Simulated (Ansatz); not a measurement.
## Changed inputs in constrained RPA: TiTe2 (1T sheet)

What does U in TiTe2 (1T sheet) depend on besides the window?

Main program and level: Ansatz 0.2.0; constrained RPA on PBEsol, plane waves, PAW.

## 1. The structure

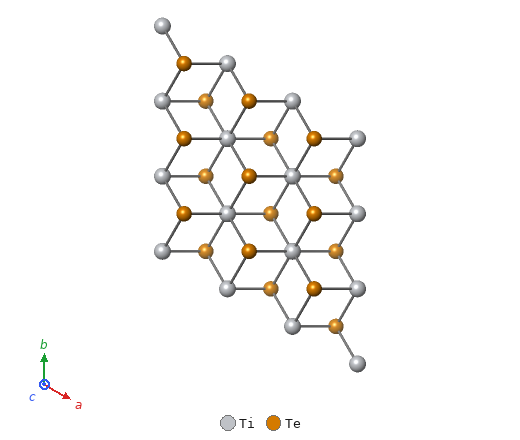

Start, viewed from above; titanium light grey, tellurium orange. 3×3×1 cells are drawn. Some periodic images of atoms are drawn too.

The cell holds 3 atoms: 1 Ti and 2 Te. Cell: a = 3.698 Å, b = 3.698 Å, c = 30.253 Å, α = 90.0°, β = 90.0°, γ = 120.0°. Vacuum lies along c.

The structure was relaxed with PBEsol. The structure was generated from a model, not taken from a measurement. The runs that relaxed it are not among those shown. The program's search for lower electronic states was switched off, so nothing shows that the state found is the lowest. Spin-orbit coupling is left out unless a step names it. The default PAW set here is soft_2. Its files were made with PBE. The Coulomb interaction is cut off across the vacuum.

## 2. Base: Ti t2g + anion p, bands v6 to c3, 6×6×1 mesh, medium accuracy

Constrained RPA screens the interaction with every transition except those inside the target bands, which a later many-body model would treat itself.

The input, input.yaml:

```yaml
crystal:
  lattice:
    - [-2.61520837, 0.0, -2.61520837]
    - [0.0, 2.61520837, 2.61520837]
    - [17.46662, 17.46662, -17.46662]
  atoms:
    - { symbol: Ti, position: [0.0, 0.0, 0.3177617107] }
    - { symbol: Te, position: [0.3333333333, 0.6666666667, 0.3748026759] }
    - { symbol: Te, position: [0.6666666667, 0.3333333333, 0.2607207455] }
  periodic: [true, true, false]
kpoints:
  mp_grid: { grid: [6, 6, 1] }
hamiltonian:
  xc: pbesol
scf:
  occupations: { method: gaussian, width: 0.08 }
  n_extra_bands: 19
  max_iter: 150
  lower_state_search: "off"
output:
  crpa:
    kmesh: [6, 6, 1]
    target_bands: [v6, c3]
    projections:
      - { species: Ti, l: d, shell: 3, orbitals: [dxz, dyz, dxy] }
      - { species: Te, l: p, shell: 5 }
  local_orbitals:
    kmesh: [12, 12, 1]
    orbitals:
      - { species: Ti, l: d, shell: 3, orbitals: [dxz, dyz, dxy] }
      - { species: Te, l: p, shell: 5 }
    window: { bands: [v6, c3] }
    seedname: lo
```

Command:

```sh
$ ansatz run input.yaml --threads 8 --pin off --max-ram 14745MiB --backend cpu --events-out ev --progress --plain --runs-dir out
```

Numbers of over 12 decimals in the logs are rounded to 6 here.

The program printed:

```text
scf.n_extra_bands = 19 over 22 filled bands (N_el = 44.0): the run solves 41 bands
Engine: ansatz 0.2.0, aarch64-unknown-linux-gnu
Pseudopotentials: kind: paw
Pseudopotential: Ti, paw, valence charge 12, recommended cutoff 420 eV (normal), Ti.paw.azcp
Pseudopotential: Te, paw, valence charge 16, recommended cutoff 420 eV (normal), Te.paw.azcp
Functional definition: PBEsol
  exchange = pbesol_x
  correlation = pbesol_c
Crystal: 3 atoms, lattice volume = 358.379 Å³
Basis set: ecut = 420 eV, 7025 PW (Γ)
Bands: 41, of which v1, the nominal top of the filled ones, is band 22 counted from 1 (21 counted from 0)
Symmetry: 12 space group operations
Space group: P-3m1 (ITA 164), of the structure as read, at distance tolerance 7.1e-5 Å
k-points: 7 of 36
Non-local potential: Ti, projectors of the file, l = 0: 3, l = 1: 2, l = 2: 3, l = 3: 1
Non-local potential: Te, projectors of the file, l = 0: 2, l = 1: 2, l = 2: 2, l = 3: 2
PAW form: soft (Blöchl's): semilocal exchange-correlation on the pseudo side does not see the compensation charge
PAW frozen core: Ti, regenerated for the run's functional, and the local potential with it (the file was generated under x = pbe(κ = 0.804, μ = 0.219515), c = pbe(β = 0.066725))
PAW frozen core: Te, regenerated for the run's functional, and the local potential with it (the file was generated under x = pbe(κ = 0.804, μ = 0.219515), c = pbe(β = 0.066725))
PAW one-centre angular grid: Ti, 590 points (default); XC on 64 Gauss nodes
PAW one-centre angular grid: Te, 590 points (default); XC on 64 Gauss nodes
Initial density: superposition of atomic densities (neutral atoms: chi_scale 0, normalization atom), corrected by the library's trained network
Initial wavefunctions: pseudopotential atomic-orbital guess
Functional: x = pbesol(κ = 0.804, μ = 0.123457), c = pbesol(β = 0.046)
SCF iter   1: F=—  HF=-16278.911856 eV  |F-HF|=—  |Δ(HF+E_count)|=         —  Δρ=4.15e-3  dr2=1.08e-1  ethr=1.77e-3  ⟨swp⟩=11.7  Hψ=2050  notcnv=0  defer=48
preconditioner: auto → LDOS  [insulator: Δε(μ)=0.135 eV  Ē_g=10.798 eV  σ=0.080 eV  W_gap=0.75  n_scr=18 (ndim 8)  ℏωp=7.8 eV  f_vac=0.750  D(μ)=2.90/eV (n_scr^D=10)  ε∞_Penn≈1.5  β→1.0]
SCF iter   2: F=—  HF=-16278.899830 eV  |F-HF|=—  |Δ(HF+E_count)|=   1.20e-2  Δρ=1.48e-3  dr2=7.43e-3  ethr=2.45e-4  ⟨swp⟩=2.6  Hψ=441  notcnv=0  defer=100
SCF iter   3: F=—  HF=-16278.900275 eV  |F-HF|=—  |Δ(HF+E_count)|=   4.45e-4  Δρ=4.67e-4  dr2=1.35e-3  ethr=1.69e-5  ⟨swp⟩=3.0  Hψ=309  notcnv=0  defer=100
SCF iter   4: F=—  HF=-16278.900203 eV  |F-HF|=—  |Δ(HF+E_count)|=   7.25e-5  Δρ=1.06e-4  dr2=6.89e-5  ethr=3.07e-6  ⟨swp⟩=2.6  Hψ=245  notcnv=0  defer=100
SCF iter   5: F=—  HF=-16278.900200 eV  |F-HF|=—  |Δ(HF+E_count)|=   2.17e-6  Δρ=2.88e-5  dr2=3.49e-6  ethr=1.57e-7  ⟨swp⟩=3.7  Hψ=409  notcnv=0  defer=100
[...]
Harris-Foulkes:  -16278.900201 eV  (|F-HF|=5.84e-9)
Internal energy: -16278.888671 eV  (E = F + TS)
E sigma→0 (E₀):  -16278.894436 eV
Entropy (-TS):   -0.011530 eV (-3.843 meV/atom)
Fermi energy:    -4.986121 eV
--- Per-component energies (eV) ---
  E_band       = -1328.131431
  E_kinetic    = 634.637664
  E_local      = -88616.452109  (includes V_loc(G=0)·N_el)
  E_nonlocal   = -605.909369
  E_hartree    = 44260.831079
  E_xc         = -344.137265
  E_vxc        = -330.722921  (∫ρ·V_xc dr)
  E_paw        = -10192.213537  (= ΣΔE_a)
  E_vpaw       = -931.350704  (= ΣTr[D̂ρ^β])
  E_aug_tail   = -0.000237  (compensation charges beyond the density's cutoff)
  E_ewald      = 38583.466088
  E_core_change = 0.889015  (= ΣΔE_core)
  E_smearing   = -0.011530  (= −TS)
  E_closure    = 0.000000  (closes the sum)
  Σ components = -16278.900201   (vs F -16278.900201, Δ=0.00e0)
--- Band table (eV; the first three rows and the last of 7) ---
  k-point 0: bands = [... 18 lower, -6.3437, -6.3437, -4.4352, -4.4352, -4.4068, -3.5717, -3.5717, -1.2798, ... 15 higher]
  k-point 1: bands = [... 18 lower, -6.3147, -6.0836, -5.7595, -5.0275, -4.5354, -3.5858, -3.3001, -2.4199, ... 15 higher]
  k-point 2: bands = [... 18 lower, -7.8404, -6.4736, -6.2540, -5.4370, -4.9212, -3.4720, -3.4009, -2.1673, ... 15 higher]
  k-point 6: bands = [... 18 lower, -8.6505, -7.6820, -6.8402, -6.8402, -3.7711, -3.6071, -3.6071, -2.3119, ... 15 higher]
  the weakly bound empty levels are not read free of the cell's end (no_gap_told)
--- cRPA (band scheme, projected local orbitals): target bands 17..25 (1-based), 9 Wannier function(s), 6×6×1 mesh, 50 bands' worth read of 55 solved, ecut_chi 136.0 eV, v(q+G=0) probe_charge, pair densities all_electron ---
  bands read: the sum over 50 bands ends inside a degenerate multiplet in 1 slot, whose members it reads at an even weight; the widest, k=0: bands 50 to 51 (counted from 1) at 1/2 each
  χ-basis size per q: N_G = 1236..1329
  window electrons = 12.0000, filled by tetrahedron_uncorrected; constrained ε̄⁻¹(q = 0, 0) head = 0.628231; min gauge Gram eig = 0.3377
  Kanamori averages over each shell's own Wannier functions (sites counted from 0, functions from 1):
  Each shell's averages of U are screened by what lies outside the whole window alone: parameters of one model of all the shells.
    Site 0, 3D, 3 of 5 d orbitals (Wannier functions 1, 2, 3; wannier90's mr 2, 3, 5):
      screened: U = 4.2296 eV, U' = 3.3784 eV, J = 0.4191 eV
      screened, to within: U = 1.3e-2 eV, U' = 1.3e-2 eV, J = 7.9e-4 eV
      bare: V = 15.1029 eV, V' = 14.0093 eV, J = 0.5353 eV
    Site 1, 5P, 3 of 3 p orbitals (Wannier functions 4, 5, 6; wannier90's mr 1, 2, 3):
      screened: U = 3.6742 eV, U' = 2.9089 eV, J = 0.2617 eV
      screened, to within: U = 1.1e-2 eV, U' = 1.1e-2 eV, J = 1.1e-3 eV
      bare: V = 9.3903 eV, V' = 7.9461 eV, J = 0.4436 eV
    Site 2, 5P, 3 of 3 p orbitals (Wannier functions 7, 8, 9; wannier90's mr 1, 2, 3):
      screened: U = 3.6742 eV, U' = 2.9089 eV, J = 0.2617 eV
      screened, to within: U = 1.1e-2 eV, U' = 1.1e-2 eV, J = 1.1e-3 eV
      bare: V = 9.3903 eV, V' = 7.9461 eV, J = 0.4436 eV
  Hermiticity witness max|P − P†| over intra, direct and exchange elements: 1.42e-14 eV (screened), 6.79e-17 eV (bare)
  Reality witness max|Im| over intra, direct and exchange elements: 3.98e-12 eV (screened), 8.89e-12 eV (bare)
[key lines of the parts left out:]
SCF converged after 7 iterations
Free energy (F): -16278.900201 eV
```

Elapsed: 5 min, on 8 threads of Arm Neoverse V2, shared host; peak memory 3.2 GiB.

Reading the cycles: dr2 is the Hartree energy of the density residual (eV), the measure of convergence; HF is the Harris–Foulkes estimate of the energy, which meets the free energy F at convergence.

Numbers from this step:

| Item | Value |
| --- | --- |
| U | 4.230 eV |
| U prime (inter-orbital) | 3.378 eV |
| J | 0.4191 eV |
| bare V | 15.10 eV |
| bare J | 0.5353 eV |
| stated bound on U | 0.01231 eV |
| U over bare V | 0.2801 |
| electrons in the window | 12.00 |
| head of the constrained inverse dielectric matrix | 0.6282 |
| least eigenvalue of the projection's overlap | 0.3377 |
| target functions | 9 |
| bands in the sums | 50 |
| r.m.s. miss of the model bands | 0.001411 eV |
| width of the target bands | 6.598 eV |
| weight of the projected orbitals in the window | 0.9477 |

On the Ti t2g shell, screening brings the on-site interaction from 15.1 eV down to U = 4.23 eV.

## 3. Changed: 3×3×1 mesh

Edit input.yaml of step 2 so:

```diff
@@ -21,3 +21,3 @@
   crpa:
-    kmesh: [6, 6, 1]
+    kmesh: [3, 3, 1]
     target_bands: [v6, c3]
@@ -26,8 +26 @@
       - { species: Te, l: p, shell: 5 }
-  local_orbitals:
-    kmesh: [12, 12, 1]
-    orbitals:
-      - { species: Ti, l: d, shell: 3, orbitals: [dxz, dyz, dxy] }
-      - { species: Te, l: p, shell: 5 }
-    window: { bands: [v6, c3] }
-    seedname: lo
```

The program printed:

```text
[...]
Crystal: 3 atoms, lattice volume = 358.379 Å³
Basis set: ecut = 420 eV, 7025 PW (Γ)
Bands: 41, of which v1, the nominal top of the filled ones, is band 22 counted from 1 (21 counted from 0)
Symmetry: 12 space group operations
[...]
k-points: 7 of 36
[...]
SCF iter   1: F=—  HF=-16278.911856 eV  |F-HF|=—  |Δ(HF+E_count)|=         —  Δρ=4.15e-3  dr2=1.08e-1  ethr=1.77e-3  ⟨swp⟩=11.7  Hψ=2050  notcnv=0  defer=48
[...]
SCF iter   7: F=-16278.900201 eV  HF=-16278.900201 eV  |F-HF|=5.84e-9  |Δ(HF+E_count)|=   3.49e-8  Δρ=1.67e-6  dr2=8.97e-9  ethr=2.27e-10  ⟨swp⟩=21.0  Hψ=2266  notcnv=0
SCF 1 converged in 7 iterations: F = -16278.900201 eV  dr2 = 8.97e-9
[...]
NSCF: frozen V_eff on 3 k-points
[...]
cRPA screening: q 1/9
cRPA screening: q 2/9
cRPA screening: q 6/9 (q-point 5)
cRPA screening: q 8/9 (q-point 6)
SCF converged after 7 iterations
[...]
k-point 6: bands = [... 18 lower, -8.6505, -7.6820, -6.8402, -6.8402, -3.7711, -3.6071, -3.6071, -2.3119, ... 15 higher]
  the weakly bound empty levels are not read free of the cell's end (no_gap_told)
[...]
χ-basis size per q: N_G = 1236..1329
[...]
Site 0, 3D, 3 of 5 d orbitals (Wannier functions 1, 2, 3; wannier90's mr 2, 3, 5):
      screened: U = 4.3652 eV, U' = 3.5196 eV, J = 0.4167 eV
      screened, to within: U = 1.2e-2 eV, U' = 1.2e-2 eV, J = 7.8e-4 eV
      bare: V = 15.1233 eV, V' = 14.0346 eV, J = 0.5341 eV
    Site 1, 5P, 3 of 3 p orbitals (Wannier functions 4, 5, 6; wannier90's mr 1, 2, 3):
      screened: U = 3.8605 eV, U' = 3.0971 eV, J = 0.2611 eV
      screened, to within: U = 1.2e-2 eV, U' = 1.2e-2 eV, J = 6.7e-4 eV
      bare: V = 9.4884 eV, V' = 8.0467 eV, J = 0.4400 eV
    Site 2, 5P, 3 of 3 p orbitals (Wannier functions 7, 8, 9; wannier90's mr 1, 2, 3):
      screened: U = 3.8605 eV, U' = 3.0971 eV, J = 0.2611 eV
      screened, to within: U = 1.2e-2 eV, U' = 1.2e-2 eV, J = 6.7e-4 eV
      bare: V = 9.4884 eV, V' = 8.0467 eV, J = 0.4400 eV
[...]
[key lines of the parts left out:]
Free energy (F): -16278.900201 eV
Fermi energy:    -4.986121 eV
```

The job ended after 50 s (8 threads; peak memory 3 GiB).

Numbers from this step:

* U: 4.365 eV
* U prime (inter-orbital): 3.520 eV
* J: 0.4167 eV
* bare V: 15.12 eV
* bare J: 0.5341 eV
* stated bound on U: 0.01190 eV
* U over bare V: 0.2886
* electrons in the window: 12.00
* head of the constrained inverse dielectric matrix: 0.6410
* least eigenvalue of the projection's overlap: 0.3377
* target functions: 9
* bands in the sums: 50
* width of the target bands: 6.598 eV
* weight of the projected orbitals in the window: 0.9477

On the Ti t2g shell, screening brings the on-site interaction from 15.1 eV down to U = 4.37 eV.

## 4. Changed: smooth pair densities

Edit input.yaml of step 3 so:

```diff
@@ -21,3 +21,3 @@
   crpa:
-    kmesh: [3, 3, 1]
+    kmesh: [6, 6, 1]
     target_bands: [v6, c3]
@@ -26 +26,2 @@
       - { species: Te, l: p, shell: 5 }
+    pair_densities: pseudo
```

The program printed:

```text
[...]
Crystal: 3 atoms, lattice volume = 358.379 Å³
Basis set: ecut = 420 eV, 7025 PW (Γ)
Bands: 41, of which v1, the nominal top of the filled ones, is band 22 counted from 1 (21 counted from 0)
Symmetry: 12 space group operations
[...]
k-points: 7 of 36
[...]
screened, sum over states alone: U = 3.9443 eV, U' = 2.9643 eV, J = 0.3353 eV
      bare: V = 9.3903 eV, V' = 7.9461 eV, J = 0.4436 eV
    Site 2, 5P, 3 of 3 p orbitals (Wannier functions 7, 8, 9; wannier90's mr 1, 2, 3):
      screened: U = 3.6836 eV, U' = 2.9057 eV, J = 0.2666 eV
      screened, to within: U = 8.0e-3 eV, U' = 8.0e-3 eV, J = 1.1e-3 eV
      screened, sum over states alone: U = 3.9443 eV, U' = 2.9643 eV, J = 0.3353 eV
      bare: V = 9.3903 eV, V' = 7.9461 eV, J = 0.4436 eV
[...]
[key lines of the parts left out:]
SCF converged after 7 iterations
Free energy (F): -16278.900201 eV
Fermi energy:    -4.986121 eV
```

Elapsed: 4.6 min, on 8 threads; peak memory 3.1 GiB; 35 min of CPU time.

This step gave:

- U: 4.246 eV
- U prime (inter-orbital): 3.379 eV
- J: 0.4270 eV
- bare V: 15.10 eV
- bare J: 0.5353 eV
- stated bound on U: 0.01187 eV
- U over bare V: 0.2811
- electrons in the window: 12.00
- head of the constrained inverse dielectric matrix: 0.6284
- least eigenvalue of the projection's overlap: 0.3377
- target functions: 9
- bands in the sums: 50
- width of the target bands: 6.598 eV
- weight of the projected orbitals in the window: 0.9477

On the Ti t2g shell, screening brings the on-site interaction from 15.1 eV down to U = 4.25 eV.

## 5. Changed: sums over states

Edit input.yaml of step 4 so:

```diff
@@ -26,2 +26,4 @@
       - { species: Te, l: p, shell: 5 }
-    pair_densities: pseudo
+    accuracy: sum_over_states
+    n_empty_bands: 44
+    ecut_chi: 250
```

The program printed:

```text
[...]
Crystal: 3 atoms, lattice volume = 358.379 Å³
Basis set: ecut = 420 eV, 7025 PW (Γ)
Bands: 41, of which v1, the nominal top of the filled ones, is band 22 counted from 1 (21 counted from 0)
Symmetry: 12 space group operations
[...]
k-points: 7 of 36
[...]
screened: U = 4.2950 eV, U' = 3.3640 eV, J = 0.4621 eV
      bare: V = 15.1029 eV, V' = 14.0093 eV, J = 0.5353 eV
    Site 1, 5P, 3 of 3 p orbitals (Wannier functions 4, 5, 6; wannier90's mr 1, 2, 3):
      screened: U = 3.8296 eV, U' = 2.9288 eV, J = 0.3086 eV
      bare: V = 9.3903 eV, V' = 7.9461 eV, J = 0.4436 eV
    Site 2, 5P, 3 of 3 p orbitals (Wannier functions 7, 8, 9; wannier90's mr 1, 2, 3):
      screened: U = 3.8296 eV, U' = 2.9288 eV, J = 0.3086 eV
      bare: V = 9.3903 eV, V' = 7.9461 eV, J = 0.4436 eV
[...]
[key lines of the parts left out:]
SCF converged after 7 iterations
Free energy (F): -16278.900201 eV
Fermi energy:    -4.986121 eV
```

Run time: 60 s. Hardware: 8 threads; peak memory 1.4 GiB; 7.2 min of CPU time.

This variant gives U = 4.29 eV against 4.23 eV. It is a finite sum over empty states with no bound on its error and stays out of the table below.

## 6. Changed: more bands than orbitals

Edit input.yaml of step 5 so:

```diff
@@ -22,3 +22,3 @@
     kmesh: [6, 6, 1]
-    target_bands: [v6, c3]
+    target_bands: [v6, c4]
     projections:
@@ -26,4 +26 @@
       - { species: Te, l: p, shell: 5 }
-    accuracy: sum_over_states
-    n_empty_bands: 44
-    ecut_chi: 250
```

The program printed:

```text
Error: invalid value for `output.crpa.projections`: 9 orbital(s) selected but the target window spans 10 band(s); name one orbital per band of it
```

The job ended after 0.1 s (8 threads; peak memory 0.087 GiB).

The program refused the input before any cycle.

The program's message: “Error: invalid value for `output.crpa.projections`: 9 orbital(s) selected but the target window spans 10 band(s); name one orbital per band of it”

The fault put into this input: more bands than orbitals.

(Part 1 of 2 ends here.)

[Paths, hosts, dates, memory and timing lines, banners, echoed tables and standing remarks are left out of the program output.]

[Logs are printed without paths, hosts, clocks, repeated set-up lines and the standing remarks that a program may print on its own settings, such as how far it seeks lower states.]

[Runs of the session that timed out or met a known fault of the program may be left out.]

[Hosts, paths, dates, database ids (printed as entryN), source tags and the programs' standing remarks are cut or masked in the printed files.]
